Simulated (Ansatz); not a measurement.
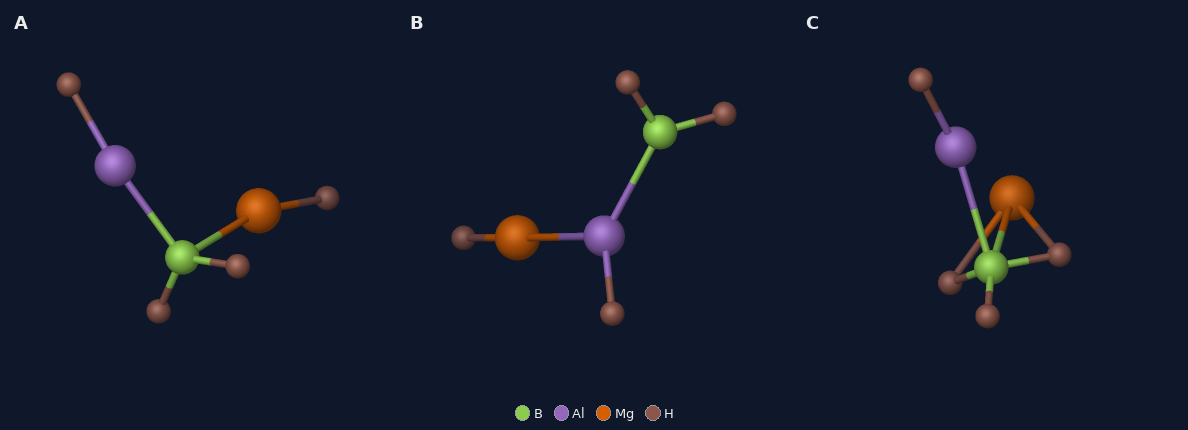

3 stationary structures of one formula. Geometries: PBE0-D4/def2-TZVP. Electronic energies: RHF-CCSD(T) (frozen core)/def2-TZVPP (Ansatz 0.2.0), without zero-point energy. No frequency run is at hand to confirm each as a minimum. Each is one conformer, not always the lowest.

> Rank them by energy, lowest first.

C is lowest (Cs); A lies 12.2 kcal/mol above it (Cs), B lies 20.7 kcal/mol above it (Cs).
